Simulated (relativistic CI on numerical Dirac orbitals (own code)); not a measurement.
## Relativistic CI calculation, with input and output: Fe³⁺

- system: Fe³⁺.
- method: Dirac-Coulomb-Breit CI, KLI orbitals optimised for each configuration, model QED (radiative potential, 1s self-energy scaled to tabulated hydrogen-like ionisation energies), valence Slater integrals scaled by 0.9, Kramers-Heisenberg scattering through one core-hole configuration in a parametric crystal field (relativistic CI on numerical Dirac orbitals, in-house)

Input file:
```
atom Fe  Z=26  charge=3  electrons=23
nucleus A=56  rms_radius_fm=3.7377
hamiltonian dirac-coulomb  breit=on  qed=on  c_scale=1
orbitals kli  potential=per-configuration
slater_scale 0.9
correlation none
mixing on
configurations
  [Ar] 3d5
  [Ne] 3s2 3p5 3d6
end
rixs M2,3 T=300 core_hole_width=0.8
crystal_field D4h 10Dq=11500 Ds=-1500 Dt=-180
```

Hardware: 1 CPU thread, shared host.

Launched within a batch (the task file carries these settings):
```bash
python <driver script> task.json out
```

The program writes its results to a structured record and prints no log; tables and figures of this report are taken from that record.

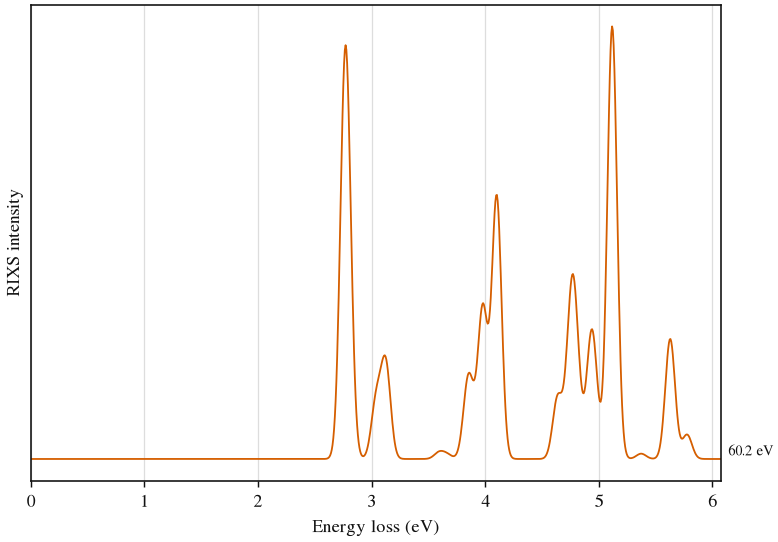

Fig. 1: Resonant inelastic X-ray scattering at the M₂,₃ edge of Fe³⁺, [Ar] 3d⁵, in a field of D4h symmetry with 10Dq = 11,500, Ds = −1,500, Dt = −180 cm⁻¹, for one incident energy; the elastic line is left out and the lowest final levels are broadened by a Gaussian of 0.1 eV. Computed by the Kramers–Heisenberg formula on Dirac–Coulomb–Breit multiplets, Slater integrals scaled by 0.9, 300 K, core-hole width 0.8 eV, all polarisations summed. At 60.2 eV the curve peaks at 2.8, 3.1, 3.9, 4.0, 4.1, 4.8, 4.9, 5.1 and 5.6 eV; among the strongest single levels are 5.12 eV (Γ₆, S = 1.5, 100 %), 5.12 eV (Γ₇, S = 1.5, 87 %) and 2.76 eV (Γ₇, S = 1.5, 66 %). Percentages refer to the strongest inelastic level of all.

Summary:

| quantity | value |
| --- | --- |
| outcome | converged |
| CPU time | 1.5 s |

Remarks:

Limits: free-ion energies: absolute edge positions are off by a few eV from solids; atomic spin-orbit and Slater integrals without covalency.
